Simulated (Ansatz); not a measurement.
**HfN (P6_3/mmc): cell relaxations under several functionals in Python**

Aim: cell relaxations under several functionals, for HfN (P6_3/mmc), run from a script.

Computed with Ansatz 0.2.0, driven from Python. The levels of theory stand in the script.

## (1) Starting point

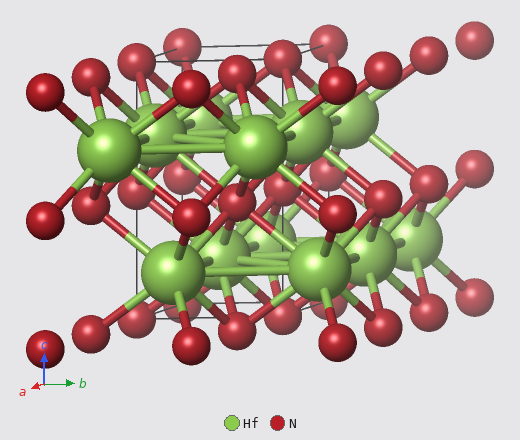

The structure that the script starts from, seen slightly off an axis (hafnium green, nitrogen red). 3×2×1 cells are drawn. Atoms on cell faces are repeated.

No structure file is read: the coordinates are typed or built in the script.

## (2) Script

lattice.py reads:

```python
import ansatz as az
import numpy as np

SIGMA = 0.15
K_DENSITY = 3.4
FORCE_TOL = 0.05

def edges_and_angles(cell):
    cell = np.asarray(cell)
    a, b, c = np.linalg.norm(cell, axis=1)
    cosines = cell[1] @ cell[2] / (b * c), cell[0] @ cell[2] / (a * c), cell[0] @ cell[1] / (a * b)
    return (a, b, c, *np.degrees(np.arccos(cosines)))


def main() -> None:
    system = (
        az.Lattice.from_parameters(3.13391, 3.13391, 5.41677, alpha=90, beta=90, gamma=120)
        .space_group(194)
        .atom('Hf', [2 / 3, 1 / 3, 0.75])
        .atom('N', [0.0, 0.0, 0.0])
    )

    calculation = (
        system.calculation()
        .occupations(az.OccupationsMethod.FERMI_DIRAC, width=SIGMA)
        .kpoints(density=K_DENSITY)
        .relax(cell=True, force_tolerance=FORCE_TOL)
    )

    levels = [('r2scan', 'rvv10'), ('r2scan', 'd4'), ('lda', 'none'), ('r2scan', 'none')]
    print('level            a       b       c    alpha   beta  gamma  V/atom  steps')
    for name, dispersion in levels:
        seen = []
        run = calculation.functional(name, dispersion=dispersion).session().plan()
        outcome = run.execute(on_event=lambda e: seen.append(e) if e['event'] == 'relax_step' else None)
        cell = outcome.lattice.cell_ang
        label = name if dispersion == 'none' else f'{name}+{dispersion}'
        print('{:13s} {:7.4f} {:7.4f} {:7.4f} {:6.2f} {:6.2f} {:6.2f}'.format(label, *edges_and_angles(cell)), f'{abs(np.linalg.det(cell)) / len(outcome.lattice.sites):7.3f} {len(seen):5d}')


if __name__ == '__main__':
    main()
```

## (3) Launch

Run with:

```
$ python lattice.py
```

Output:

```text
level            a       b       c    alpha   beta  gamma  V/atom  steps
DeckWarning: basis.ecutwfc = 500 eV, auto-derived from the records' recommended cutoffs: set by Hf (their level for a meta-GGA)
r2scan+rvv10   3.1351  3.1351  5.4235  90.00  90.00 120.00  11.541     5
r2scan+d4      3.1362  3.1362  5.4254  90.00  90.00 120.00  11.553     5
DeckWarning: basis.ecutwfc = 420 eV, auto-derived from the records' recommended cutoffs: set by Hf (normal level)
lda            3.1007  3.1007  5.3630  90.00  90.00 120.00  11.164     8
r2scan         3.1425  3.1425  5.4363  90.00  90.00 120.00  11.623     6
```

(Warnings from the package without file and line.)

It took 1.8 min on 1 thread of Arm Neoverse V2, shared host; peak memory 0.6 GiB.

## (4) Run by run

The 4 runs, in the order started:

| run | functional | dispersion | energy (eV/atom) | final volume (Å³/atom) | pressure (GPa) | SCF cycles in all | CPU time (s) |
| --- | --- | --- | --- | --- | --- | --- | --- |
| 1 | r2scan | rvv10 | -8059.3529 | 11.54 | 0.00 | 26 | 31 |
| 2 | r2scan | d4 | -8060.9120 | 11.55 | 0.02 | 26 | 24 |
| 3 | lda | none | -7927.3010 | 11.16 | 0.00 | 45 | 19 |
| 4 | r2scan | none | -8060.8097 | 11.62 | 0.00 | 38 | 30 |

Energies are free energies F = E - TS of the smeared occupations. Totals under unlike functionals or potentials can't be compared directly.

## (5) Path of the relaxation of run 1

Relaxation path:

| step | E - E(step 1) (eV/cell) | largest force component (eV/Å) | pressure (GPa) | volume (Å³) |
| --- | --- | --- | --- | --- |
| 1 | 0.0000 | 0.0000 | 0.57 | 46.07 |
| 2 | 0.0000 | 0.0000 | -0.26 | 46.21 |
| 3 | -0.0002 | 0.0000 | -0.04 | 46.17 |
| 4 | -0.0002 | 0.0000 | 0.00 | 46.17 |
| 5 | -0.0002 | 0.0000 | 0.00 | 46.17 |

Step 1 is the start. Step 5 repeats the geometry before it on a plane-wave basis chosen anew for that cell, so its energy need not be comparable with the rows above.

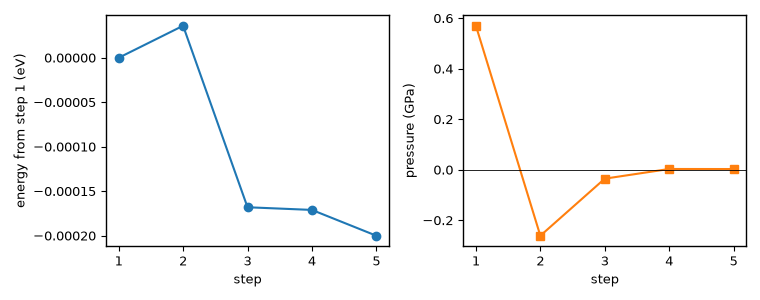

Energy and pressure along the relaxation.

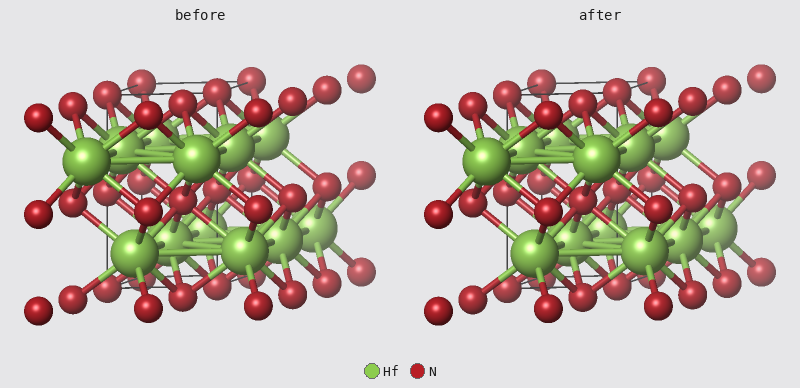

Before and after, at one scale. The change is too small to see at this scale.

|  | before | after | change |
| --- | --- | --- | --- |
| a (Å) | 3.134 | 3.135 | 0.0 % |
| b (Å) | 3.134 | 3.135 | 0.0 % |
| c (Å) | 5.417 | 5.424 | +0.1 % |
| volume (Å³/atom) | 11.52 | 11.54 | +0.2 % |
| shortest distance (Å) | 2.260 | 2.262 | +0.1 % |
| space group (0.01 Å) | P6_3/mmc | P6_3/mmc | same |

Forces and stress were held to the start's 24 operations: a distortion of lower symmetry was not tested.

## (6) Path of the relaxation of run 4

Step by step:

| step | energy from step 1 (eV/cell) | largest force component (eV/Å) | pressure (GPa) | volume (Å³) |
| --- | --- | --- | --- | --- |
| 1 | 0.0000 | 0.0000 | 2.54 | 46.07 |
| 2 | -0.0022 | 0.0000 | -1.33 | 46.72 |
| 3 | -0.0032 | 0.0000 | -0.01 | 46.49 |
| 4 | -0.0031 | 0.0000 | 0.04 | 46.48 |
| 5 | -0.0032 | 0.0000 | 0.00 | 46.49 |
| 6 | -0.0033 | 0.0000 | 0.00 | 46.49 |

Step 1 is the start. Step 6 repeats the geometry before it on a plane-wave basis chosen anew for that cell, so its energy need not be comparable with the rows above. Step 4 was tried and not accepted.

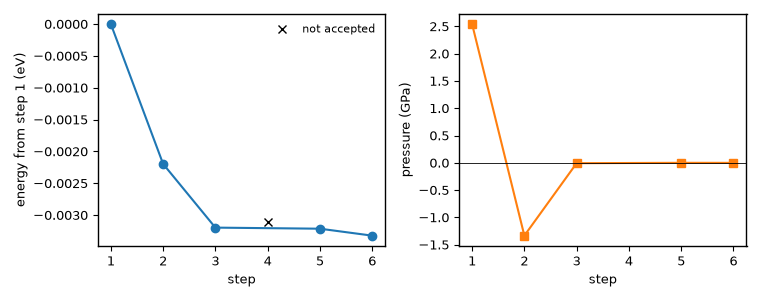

Energy and pressure along the relaxation.

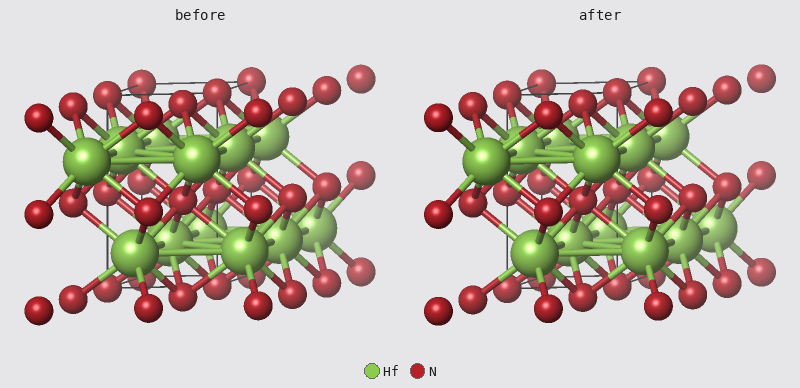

Before and after, at one scale. The change is too small to see at this scale.

|  | before | after | change |
| --- | --- | --- | --- |
| a (Å) | 3.134 | 3.142 | +0.3 % |
| b (Å) | 3.134 | 3.142 | +0.3 % |
| c (Å) | 5.417 | 5.436 | +0.4 % |
| volume (Å³/atom) | 11.52 | 11.62 | +0.9 % |
| shortest distance (Å) | 2.260 | 2.267 | +0.3 % |
| space group (0.01 Å) | P6_3/mmc | P6_3/mmc | same |

The run keeps the 24 symmetry operations of the start, so it could not have lowered the symmetry.

## (7) What came out

```
      quantity                                  value
 runs compared                                      4
relaxed volume  11.16 (lda) to 11.62 Å³/atom (r2scan)
```

In words: From smallest to largest: LDA (11.16 Å³ an atom, -3.1 % against the start), r2SCAN+RVV10 (11.54 Å³ an atom, +0.2 % against the start), r2SCAN+D4 (11.55 Å³ an atom, +0.3 % against the start) and r2SCAN (11.62 Å³ an atom, +0.9 % against the start). The spread is 4.1 % in volume. In run 1, over 3 moves the cell grew by 0.2 % in volume, and the space group stayed P6_3/mmc. In run 4, the volume grew by 0.9 % over 3 moves, and the space group stayed P6_3/mmc. Spin is left out of this run. Forces vanish by symmetry, so the ions can't move, and the end may be a saddle. For a metal this k-point mesh is coarse: on a finer one energies can move by several to tens of meV an atom and pressures by half a GPa or more, differences at one mesh by less. Spin-orbit coupling, which matters for elements this heavy, is left out. This cell is a computed structure, which may not be the phase found in nature.
